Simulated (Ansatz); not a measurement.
The structure below was relaxed with plane-wave PAW DFT at the PBEsol level (Ansatz, a program for electronic structure, 420 eV), no spin-orbit coupling.

```
CELL_PARAMETERS angstrom
     -2.82740     2.82740     5.59385
      2.82740    -2.82740     5.59385
      2.82740     2.82740    -5.59385
ATOMIC_POSITIONS crystal
  Zn 0.75000 0.25000 0.50000
  Zn 0.00000 0.00000 0.00000
  Ge 0.25000 0.75000 0.50000
  Ge 0.50000 0.50000 0.00000
  As 0.12370 0.12500 0.49870
  As 0.62630 0.62500 0.50130
  As 0.37500 0.87630 0.00130
  As 0.87500 0.37370 0.99870
```

Q: Find the space group and the Wyckoff positions.

A: Space group I-42d (No. 122); a = b = 5.6548 Å, c = 11.1877 Å, α = β = γ = 90.00°

```csv
atom,site,symmetry,x,y,z
Zn,4a,-4..,0.0000,0.0000,0.0000
Ge,4b,-4..,0.0000,0.0000,0.5000
As,8d,.2.,0.2500,0.2513,0.3750
```

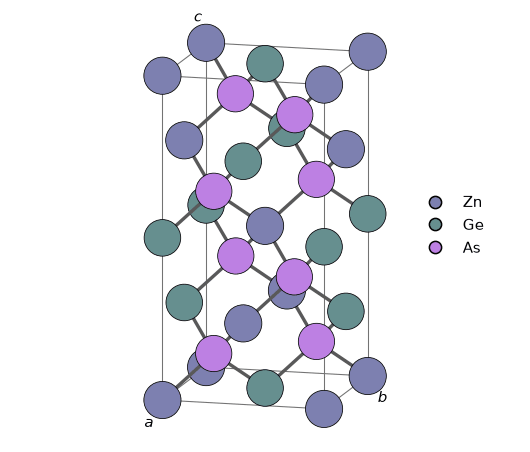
Fig. 1. The conventional cell

No phonon test of stability was made. The cell was made from CdGeAs2 by this change: Cd → Zn; the result is a model cell.
